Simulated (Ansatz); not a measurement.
# The cluster SnPt2+ (doublet): single points with varied inputs

Aim: run the cluster SnPt2+ (doublet) under a spread of inputs, and see what each costs and gives.

Method: the settings change from run to run; program: Ansatz 0.2.0, Gaussian basis.

## Step 1: The geometry

The structure was relaxed beforehand with r2SCAN-D4 in a triple-zeta def2 set. Pt, Sn take a core potential in def2 sets; no spin-orbit term is included.

3 atoms, charge 1, spin multiplicity 2.

Atoms are counted from 1 here; the program's logs count them from 0.

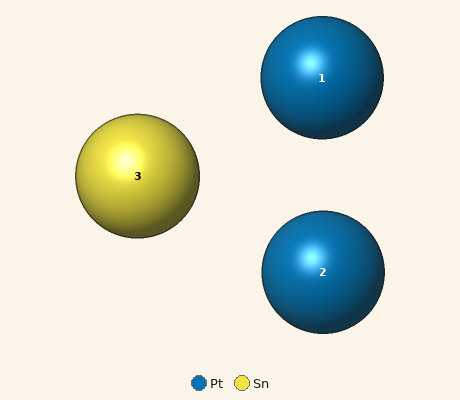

The geometry (platinum blue, tin yellow); atoms are numbered from 1 in the order of the file.

## Step 2: HSE06/def2-mTZVP

This run has multiplicity 4, atoms shaken by 0.15 Å, D3(BJ) dispersion, the search for lower states set to full.

in.yaml

```yaml
crystal:
  periodic: [false, false, false]
  atoms:
    - {symbol: Pt, position_ang: [0.400127, -1.084146, 0.882925]}
    - {symbol: Pt, position_ang: [0.153003, 1.371354, 0.708937]}
    - {symbol: Sn, position_ang: [-0.566281, 0.189337, -1.401133]}
basis:
  gaussian: {orbitals: def2-mTZVP}
total_charge: 1
magnetization: {spin_polarized: true, initial_magnetization: 3}
hamiltonian: {xc: {name: HSE06}, dispersion: d3bj}
scf: {lower_state_search: full}
```

Launch:

```sh
> ansatz run in.yaml --threads 4 --pin off --events-out ev --progress --plain --max-ram 3916MiB
```

Output (excerpt; [...] marks lines left out):

```text
Functional definition: HSE06
  name "HSE06"
  cite "Heyd, Scuseria & Ernzerhof, J. Chem. Phys. 118, 8207 (2003) doi:10.1063/1.1564060"
  cite "Krukau, Vydrov, Izmaylov & Scuseria, J. Chem. Phys. 125, 224106 (2006) doi:10.1063/1.2404663"
  cite "Heyd & Scuseria, J. Chem. Phys. 120, 7274 (2004) doi:10.1063/1.1668634"
  cite "Ernzerhof & Perdew, J. Chem. Phys. 109, 3313 (1998) doi:10.1063/1.476928"
  cite "Perdew, Burke & Ernzerhof, Phys. Rev. Lett. 77, 3865 (1996) doi:10.1103/PhysRevLett.77.3865"
  parent pbe
[...]
  # The whole range is PBE's own exchange, as in plane waves. The composition of these papers is wPBEh.
[...]
1278 factors; integrals over basis functions are off by at most 1.5e-4 eV
75 factors; integrals over basis functions are off by at most 1.7e-6 eV
[...]
mean field -12318.41931941 eV, -452.6935602637 hartree, gradient 5.8e-6 eV, S^2 3.780390; 18 other end points of the search recorded, 0 dependent functions left out
reference -12318.41936291 eV, -452.6935618623 hartree; 30, 27 occupied and 78, 81 virtual orbitals, 1278 factors
Total energy: -12318.55893604 eV, -452.6986910802 hartree
```

Run time: 62 s. Hardware: 4 threads of Arm Neoverse V2, shared host; peak memory 0.6 GiB.

⟨S²⟩ 3.780.

## Step 3: r2SCAN0/def2-TZVPD

Set apart from the defaults: finite nuclei, D3(BJ) dispersion, the search for lower states set to light.

in.yaml

```yaml
crystal:
  periodic: [false, false, false]
  atoms:
    - {symbol: Pt, position_ang: [0.621338, -1.056640, 0.708620]}
    - {symbol: Pt, position_ang: [0.052390, 1.265017, 0.633779]}
    - {symbol: Sn, position_ang: [-0.673718, -0.208377, -1.342399]}
basis:
  gaussian: {orbitals: def2-TZVPD, nuclear_model: gaussian}
total_charge: 1
magnetization: {spin_polarized: true, initial_magnetization: 1}
hamiltonian: {xc: {name: r2SCAN0}, dispersion: d3bj}
scf: {lower_state_search: light}
output: {forces: true}
```

Launched as before.

Output (excerpt; [...] marks lines left out):

```text
Warning: the engine holds no damping parameters fitted to this dispersion correction and functional, so the run takes those fitted to r2scan0 beside the three-body term, which d3bj leaves out (hamiltonian.dispersion, under Limitations)
Functional definition: r2SCAN0
  name "r2SCAN0"
  cite "Bursch, Neugebauer, Ehlert & Grimme, J. Chem. Phys. 156, 134105 (2022) doi:10.1063/5.0086040"
  cite "Furness, Kaplan, Ning, Perdew & Sun, J. Phys. Chem. Lett. 11, 8208 (2020) doi:10.1021/acs.jpclett.0c02405"
  cite "Furness, Kaplan, Ning, Perdew & Sun, J. Phys. Chem. Lett. 11, 9248 (2020) doi:10.1021/acs.jpclett.0c03077"
  parent r2scan
[...]
1285 factors; integrals over basis functions are off by at most 3.9e-4 eV
[...]
mean field -12321.34902223 eV, -452.8012248566 hartree, gradient 8.4e-6 eV, S^2 0.779503; 8 other end points of the search recorded, 0 dependent functions left out
[...]
reference -12321.34904457 eV, -452.8012256777 hartree; 29, 28 occupied and 113, 114 virtual orbitals, 1285 factors
Total energy: -12321.39533398 eV, -452.8029267819 hartree
Atom 0 at     0.621338    -1.056640     0.708620 Å, force    -0.100959     0.194867    -0.105316 eV/Å
Atom 1 at     0.052390     1.265017     0.633779 Å, force     0.002047    -0.225459    -0.091767 eV/Å
Atom 2 at    -0.673718    -0.208377    -1.342399 Å, force     0.098912     0.030593     0.197083 eV/Å
Dipole moment:    -0.241094    -0.074569    -0.480383 e Å
```

It took 57 s on 4 threads of Arm Neoverse V2, shared host; peak memory 0.66 GiB.

Largest force 0.243 eV/Å, ⟨S²⟩ 0.780.

## Step 4: PBE0/def2-mTZVPP

Options: restricted open-shell orbitals, D3(BJ) dispersion.

in.yaml

```yaml
crystal:
  periodic: [false, false, false]
  atoms:
    - {symbol: Pt, position_ang: [0.621338, -1.056640, 0.708620]}
    - {symbol: Pt, position_ang: [0.052390, 1.265017, 0.633779]}
    - {symbol: Sn, position_ang: [-0.673718, -0.208377, -1.342399]}
basis:
  gaussian: {orbitals: def2-mTZVPP}
total_charge: 1
magnetization: {spin_polarized: false, initial_magnetization: 1}
hamiltonian: {xc: {name: PBE0}, dispersion: d3bj}
output: {forces: true}
```

Same command.

Output (excerpt; [...] marks lines left out):

```text
Functional definition: PBE0
  name "PBE0"
  cite "Adamo & Barone, J. Chem. Phys. 110, 6158 (1999) doi:10.1063/1.478522"
  cite "Perdew, Burke & Ernzerhof, Phys. Rev. Lett. 77, 3865 (1996) doi:10.1103/PhysRevLett.77.3865"
  parent pbe
[...]
1278 factors; integrals over basis functions are off by at most 1.4e-4 eV
[...]
mean field -12319.64204812 eV, -452.7384947152 hartree, gradient 8.7e-6 eV, S^2 0.750000; 9 other end points of the search recorded, 0 dependent functions left out
[...]
reference -12319.64207970 eV, -452.7384958757 hartree; 29, 28 occupied and 79, 80 virtual orbitals, 1278 factors
Total energy: -12319.77465800 eV, -452.7433680382 hartree
Atom 0 at     0.621338    -1.056640     0.708620 Å, force     0.275470    -0.601553     0.257748 eV/Å
Atom 1 at     0.052390     1.265017     0.633779 Å, force    -0.037409     0.675183     0.216591 eV/Å
Atom 2 at    -0.673718    -0.208377    -1.342399 Å, force    -0.238061    -0.073630    -0.474339 eV/Å
Dipole moment:    -0.259338    -0.080211    -0.516735 e Å
```

Wall time 22 s (4 threads of Arm Neoverse V2, shared host).

Largest force 0.710 eV/Å.

## Step 5: wB97/def2-SVP

Options: atoms shaken by 0.03 Å, a point charge of 1.00 e beside it.

in.yaml

```yaml
crystal:
  periodic: [false, false, false]
  atoms:
    - {symbol: Pt, position_ang: [0.613514, -1.082236, 0.666241]}
    - {symbol: Pt, position_ang: [0.073946, 1.253156, 0.570592]}
    - {symbol: Sn, position_ang: [-0.704871, -0.209655, -1.303521]}
basis:
  gaussian: {orbitals: def2-SVP, point_charges: [{charge: 1.00, position_ang: [4.305, -0.750, 0.848]}]}
total_charge: 1
magnetization: {spin_polarized: true, initial_magnetization: 1}
hamiltonian: {xc: {name: wB97}}
scf: {omitted_lower_state_checks: [starts]}
output: {forces: true}
```

The command is unchanged.

Output (excerpt; [...] marks lines left out):

```text
Functional definition: wB97
  name "wB97"
  cite "Chai & Head-Gordon, J. Chem. Phys. 128, 084106 (2008) doi:10.1063/1.2834918"
  cite "Becke, J. Chem. Phys. 107, 8554 (1997) doi:10.1063/1.475007"
[...]
  # The coefficients of nought are those of the uniform gas.
[...]
      + integral(e_c_pw_opposite_spin*poly(b97_u_opposite, 1, cos1, cos2, cos3, cos4))
[...]
957 factors; their error is unknown
268 factors; integrals over basis functions are off by at most 5.0e-5 eV
[...]
mean field -12317.74622814 eV, -452.6688246160 hartree, gradient 1.4e-5 eV, S^2 0.769223; 0 other end points of the search recorded, 0 dependent functions left out
[...]
reference -12317.74621706 eV, -452.6688242088 hartree; 29, 28 occupied and 61, 62 virtual orbitals, 957 factors
Total energy: -12317.74621706 eV, -452.6688242088 hartree
Atom 0 at     0.613514    -1.082236     0.666241 Å, force     0.523724    -0.843586     0.952843 eV/Å
Atom 1 at     0.073946     1.253156     0.570592 Å, force     0.419039     1.193833     1.042752 eV/Å
Atom 2 at    -0.704871    -0.209655    -1.303521 Å, force    -1.130231    -0.397569    -2.025925 eV/Å
Dipole moment:    -0.870986     0.118458    -0.628351 e Å
Checks for a lower state left out: starts
```

Wall time 24 s (4 threads of Arm Neoverse V2, shared host).

Largest force 2.354 eV/Å, ⟨S²⟩ 0.769.

## Step 6: The runs in one table

```csv
level,charge,multiplicity,geometry,functions,energy (eV),time
HSE06/def2-mTZVP,1,4,shaken,108,-12318.559,62 s
r2SCAN0/def2-TZVPD,1,2,relaxed,142,-12321.395,57 s
PBE0/def2-mTZVPP,1,2,relaxed,108,-12319.775,22 s
wB97/def2-SVP,1,2,"shaken, point charge",90,-12317.746,24 s
```

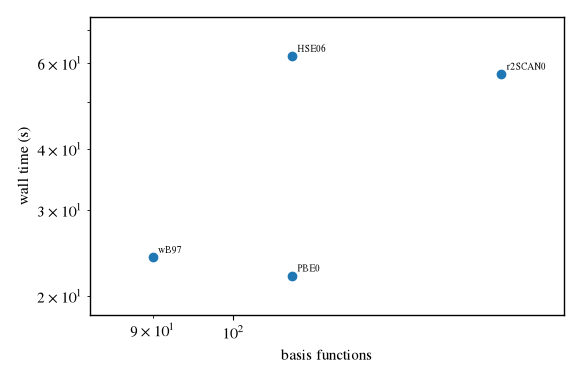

Wall time against the number of basis functions (shared host).

## Step 7: Summary of results

```
                                         quantity                   value
                                             runs                       4
                                         quickest  PBE0/def2-mTZVPP, 22 s
                                          slowest  HSE06/def2-mTZVP, 62 s
spread of total energies, same state and geometry                  1.6 eV
```

In words: Run time spans a factor of 3, from PBE0/def2-mTZVPP to HSE06/def2-mTZVP. The jobs differ in tasks and options as well as level. Total energies at one charge and spin differ by 2 eV between levels, so only differences within one level mean anything. At the r2SCAN-D4/def2-TZVP geometry and in the same state, runs without warnings or point charges leave forces up to 0.71 eV/Å (PBE0/def2-mTZVPP).
